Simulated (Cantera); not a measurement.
A closed system holds: 1 mol SiC, 0.78 mol CO2, 380 mol H2, at 6.10 Pa.

Cantera equilibrium calculation (NASA polynomials, part measured and part estimated; ideal gas, pure solids and liquids). Candidate condensed phases: C, C6H6, C7H8, C8H18, H2O, Si, SiC, SiO2; 123 gas species. Mutual solubility and eutectic melting of coexisting phases are not modelled. The tables hold silica as quartz up to 1696 K and as liquid above; real silica turns to tridymite and cristobalite and melts near 1996 K. The numbers say what is thermodynamically allowed, not how fast it happens.

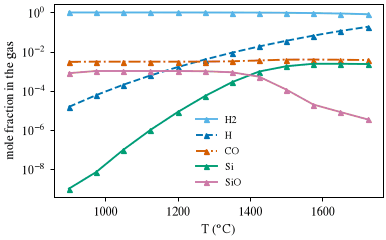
Equilibrium gas composition (values under 1e-9 drawn at 1e-9)

Problem. Read off the mole fractions at 1425 °C.

Solution. H2 about 0.98, H about 0.018, CO about 0.0035, Si about 0.00096, SiO about 0.00053.
